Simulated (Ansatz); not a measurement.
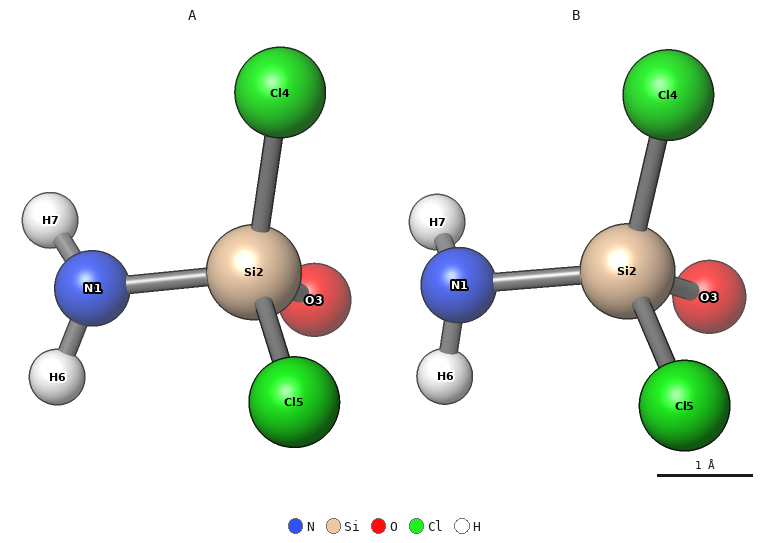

Two geometries of SiNH2OCl2 (multiplicity 2) (coarse preliminary run), drawn at one scale. One is the start of a relaxation, the other its converged end. A ball-and-stick model, seen at a tilt.

The calculation used Ansatz, UKS PBE-D4/def2-SVP. Settings: force threshold 0.03 eV/Å; at most 200 steps.

**Which of the two is the end point?**

Structure A is the relaxed one. The start comes from a force field. Over 5 geometry steps the energy falls by 35.7 kJ/mol. The largest force component goes from 2.5 to 0.0077 eV/Å. The largest move after the best rigid fit is that of N1, 0.21 Å. Largest moves by element: N 0.21 Å, O 0.13 Å, Si 0.11 Å, Cl 0.09 Å, H 0.05 Å. Among the contacts that change: Si2–O3 1.704 → 1.621 Å, N1–Si2 1.821 → 1.760 Å, Si2–Cl4 2.017 → 2.062 Å, Si2–Cl5 2.095 → 2.062 Å. Among the angles between lasting bonds that change: Si2–N1–H6 106.0° → 119.0°, Si2–N1–H7 107.9° → 119.0°, N1–Si2–O3 108.6° → 98.9°.
